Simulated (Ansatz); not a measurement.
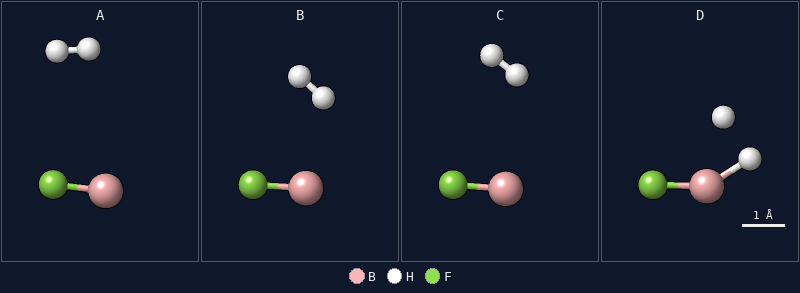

4 geometries from a converged minimum-energy path of BH2F, shuffled. Style: ball-and-stick. Shown face on.

All numbers below come from RKS BLYP-D4/def2-SVP (Ansatz). Set-up: 5 movable images; climbing image; force threshold 0.05 eV/Å; iteration limit 60; starting path through a guess of the saddle point.

**Which frame is the top of the path?**

D. In order along the path, whose images run from 0 to 6: D (image 2, +90.6 kcal/mol), B (image 4, +57.6 kcal/mol), C (image 5, +55.4 kcal/mol), A (image 6, +55.2 kcal/mol). Breaking: 2 B–H (1.21 → 3.44–3.56 Å). Forming: H–H (2.15 → 0.77 Å).
